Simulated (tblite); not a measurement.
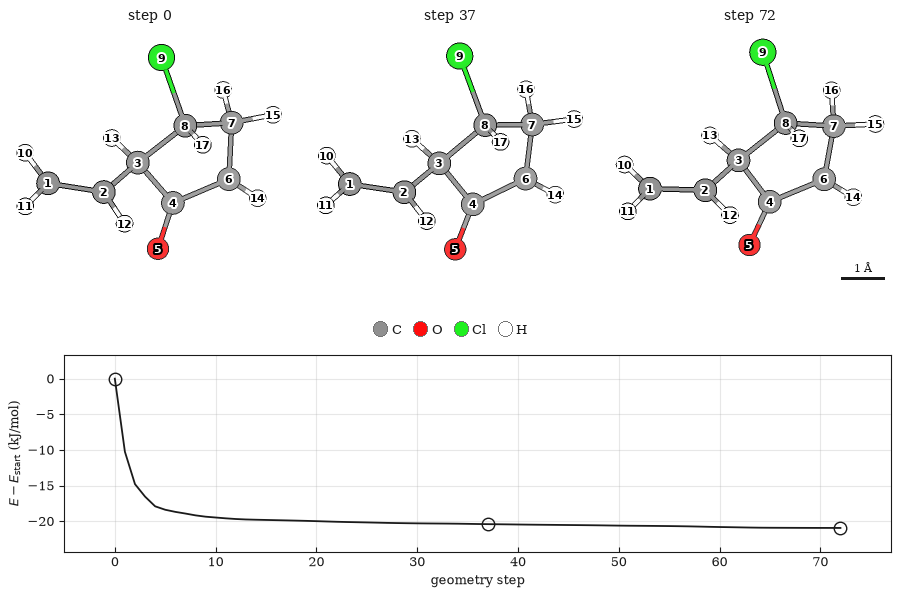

Frames of a relaxation of C7H8ClO (multiplicity 2), marked on the history of the run. A ball-and-stick model, seen from a free direction.

Theory: GFN2-xTB geometry optimisation, gas phase in tblite 0.8.0. 

### What happens along the run?

The largest move after the best rigid fit is that of H10, 0.31 Å. Largest moves by element: H 0.31 Å, O 0.23 Å, Cl 0.23 Å, C 0.14 Å. Some distances before and after: C4–C6 1.475 → 1.421 Å, C1–C2 1.354 → 1.319 Å, C3–C4 1.515 → 1.545 Å, C6–C7 1.490 → 1.470 Å. Bond angles that change, for instance: O5–C4–C6 121.6° → 127.7°, C7–C6–H14 129.1° → 123.8°, C4–C6–C7 107.3° → 112.5°. The energy falls by 20.9 kJ/mol in 72 geometry steps. Cost: 0.56 s on 1 thread of Arm Neoverse V1 (shared host). From step 0 to 37: H atoms move most (0.12 Å), energy −20.4 kJ/mol. From step 37 to 72: H10 moves most (0.23 Å), energy −0.53 kJ/mol.

```csv
step,"E − E(0), kJ/mol"
0,0.00
1,-10.26
2,-14.80
3,-16.55
4,-17.92
5,-18.40
6,-18.69
7,-18.93
8,-19.18
9,-19.37
10,-19.49
13,-19.76
17,-19.89
20,-20.00
23,-20.12
26,-20.21
30,-20.31
33,-20.34
36,-20.40
39,-20.45
43,-20.51
46,-20.55
49,-20.60
52,-20.65
56,-20.71
59,-20.79
62,-20.87
65,-20.92
69,-20.94
72,-20.95
```
